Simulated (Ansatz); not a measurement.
**Breaking a bond in SbH2Cl (SMILES [H][Sb]([H])[Cl])**

SbH2Cl has 4 atoms, charge 0, and is taken as a singlet. SMILES: `[H][Sb]([H])[Cl]`. Geometry: a GFN2-xTB relaxation, a rough one for these elements and not checked as a minimum.

```xyz
4

Sb    0.0579    0.1138    0.8142
H     1.4517    0.1209   -0.1639
H    -0.5700    1.3384   -0.1883
Cl   -0.9396   -1.5731   -0.4620
```

The Sb1–H3 distance is scanned; the parts on either side stay rigid. Basis STO-3G, 23 core orbitals frozen in the correlated methods; program Ansatz 0.2.0. FCI is exact within this basis and core. Energies in eV from each method's value at 1.703 Å; methods without a U are spin-restricted. The shape above is that at 1.703 Å.

```tsv
distance (Å)	PBE	BHLYP	B2PLYP	CCSDT(Q)	FCI
1.703	0.00	0.00	0.00	0.00	0.00
2.128	1.02	1.34	1.23	1.05	1.05
2.554	2.62	3.34	3.03	2.45	2.45
3.405	4.83	6.23	5.16	3.51	3.51
4.256	5.60	7.37	5.13	3.60	3.60
```

Departure from the FCI curve at its largest: PBE +2.00 eV at 4.26 Å; BHLYP +3.76 eV at 4.26 Å; B2PLYP +1.65 eV at 3.40 Å; CCSDT(Q) within 0.005 eV. Restricted functionals keep the electrons paired too, and rise too high.

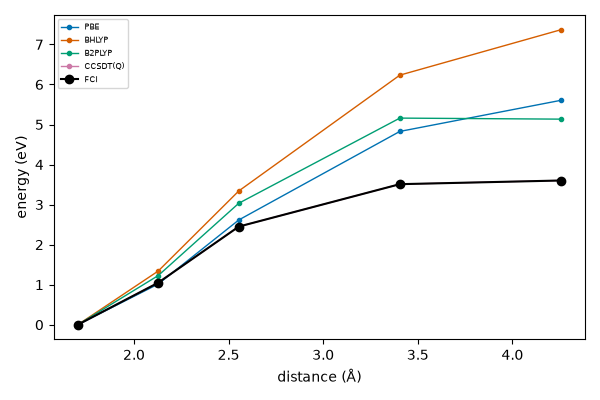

The curves of the table.
